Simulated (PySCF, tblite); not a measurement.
C₂H₁₀OSi₄, SMILES O=CC[SiH]1[SiH2][SiH2][SiH2]1, geometry in Å:

```xyz
17

O     -0.6546    -1.7579    -0.3400
C     -1.5944    -1.2015     0.1942
C     -2.0951     0.1082    -0.1788
Si    -0.5395     1.2578     0.1540
Si     1.1368     0.3687    -1.2681
Si     2.1622    -0.6209     0.6100
Si     0.6339     0.4636     2.0497
H     -2.0626    -1.6605     1.0878
H     -2.9844     0.3922     0.3726
H     -2.2790     0.1767    -1.2468
H     -1.1997     2.5779     0.0616
H      1.9575     1.4598    -1.8366
H      0.7305    -0.3877    -2.4527
H      2.1801    -2.0818     0.6900
H      3.5727    -0.2561     0.8350
H     -0.1423    -0.3528     2.9961
H      1.1711     1.5262     2.9115
```

GIAO shifts, PBE0/pcSseg-1 with PySCF 2.14.0, at a GFN2-xTB geometry (a minimum by its frequencies), against TMS for ¹³C computed at the same level. Gas phase, fully decoupled, line heights follow the number of nuclei, widths are arbitrary (no quadrupolar broadening); values of one conformer, averaged over nuclei that symmetry, rotation about single bonds or ring flips exchange, these motions taken as fast; other conformers aren't averaged in.

Question: Predict the ¹³C spectrum.

Answer: 2 signals.


| δ (ppm) | nuclei | atoms |
| --- | --- | --- |
| 213.4 | 1 | C2 |
| 34.0 | 1 | C3 |

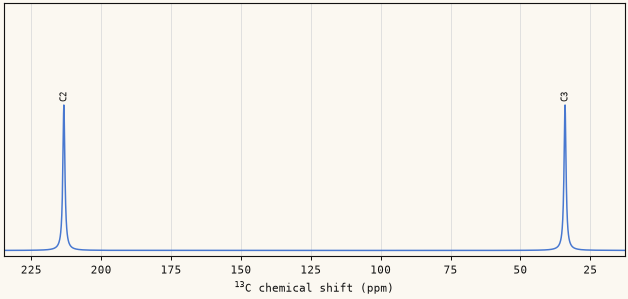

Note: the tight-binding geometry is rougher than a DFT one and adds to the error.
